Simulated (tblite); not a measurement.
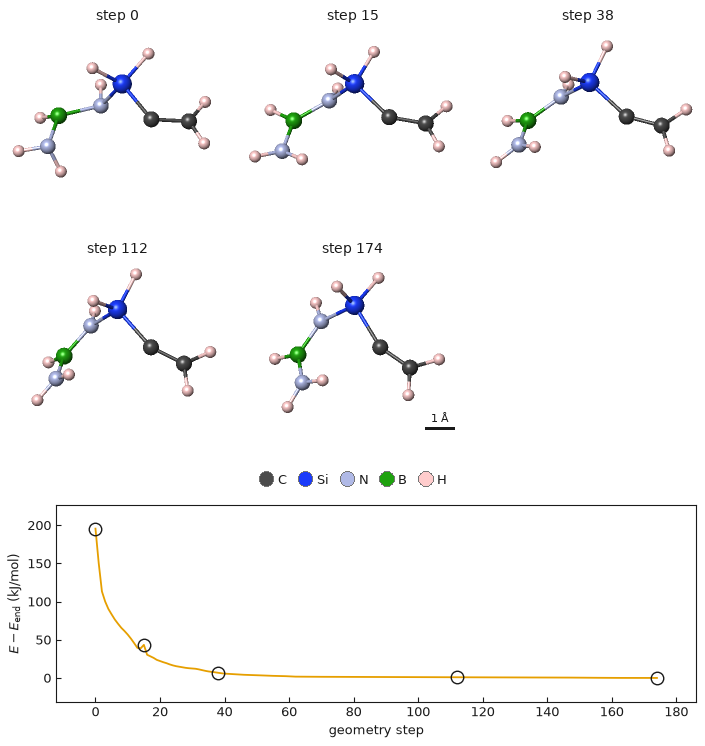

Frames of a relaxation of C$_{2}$H$_{8}$BN$_{2}$Si (multiplicity 2), marked on the history of the run. Style: ball-and-stick. Shown at a tilt.

Computed with GFN2-xTB geometry optimisation, gas phase in tblite 0.8.0. 

What happens along the run?

The energy falls by 195.6 kJ/mol in 174 geometry steps. An H atom moves most after the best rigid fit: 1.52 Å. By element the largest moves are H 1.52 Å, N 0.80 Å, C 0.68 Å, Si 0.46 Å, B 0.31 Å. Among the contacts that change: B–N 1.533 → 1.393 Å, B–N 1.538 → 1.423 Å, H–N 1.059 → 1.007 Å, N–Si 1.778 → 1.732 Å. Among the angles between lasting bonds that change: C–C–Si 122.7° → 155.1°, Si–N–B 112.5° → 131.0°, B–N–H 106.5° → 124.3°. Groups turn about C–Si by about 25°. From step 0 to 15: an H atom moves most (0.82 Å), energy −152.2 kJ/mol. From step 15 to 38: an H atom moves most (0.51 Å), energy −36.6 kJ/mol. From step 38 to 112: H atoms move most (0.49 Å), energy −5.89 kJ/mol. From step 112 to 174: an H atom moves most (0.76 Å), energy −0.81 kJ/mol.
